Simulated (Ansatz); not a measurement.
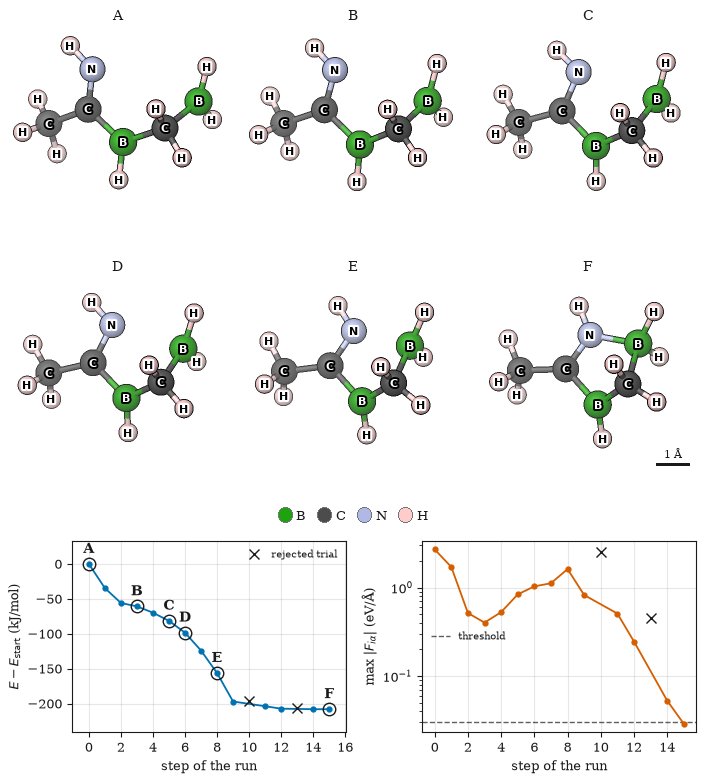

Frames of a relaxation of C$_{3}$H$_{9}$B$_{2}$N (coarse preliminary run), marked on the history of the run. Style: ball-and-stick. Shown from a free direction.

The start comes from a force field.

The calculation used RKS PBE-D4/def2-SVP in Ansatz 0.2.0. Set-up: force threshold 0.03 eV/Å; at most 200 steps.

### What happens along the run?

Over 13 accepted moves (15 points after the start) the energy falls by 208.0 kJ/mol. Largest force component: 2.7 eV/Å at the start, 0.029 eV/Å at the end. The line search rejected the trial steps at points 10, 13 of the run. The atom that moves furthest after the best rigid fit is an H atom (1.39 Å). By element the largest moves are H 1.39 Å, N 1.10 Å, B 0.99 Å, C 0.39 Å. Near-neighbour distances that change, for instance: B–N 3.439 → 1.581 Å, B–C 3.449 → 2.412 Å, B–B 2.656 → 2.275 Å, B–C 1.588 → 1.750 Å. New bonds form: B–N (3.44 → 1.58 Å). Among the angles between lasting bonds that change: B–C–B 112.0° → 88.1°, B–C–N 121.8° → 102.7°, B–C–C 120.0° → 132.9°. Groups turn about B–C by about 45°, C–C by about 35°. The run took 21 s on 4 threads of Arm Neoverse V2 (shared host). From step 0 to 3: an H atom moves most (0.39 Å), energy −60.7 kJ/mol. From step 3 to 5: the N atom moves most (0.38 Å), energy −20.7 kJ/mol. From step 5 to 6: an H atom moves most (0.19 Å), energy −16.9 kJ/mol. From step 6 to 8: an H atom moves most (0.38 Å), energy −57.8 kJ/mol. From step 8 to 15: B and H atoms move most (0.26 Å), energy −51.8 kJ/mol.
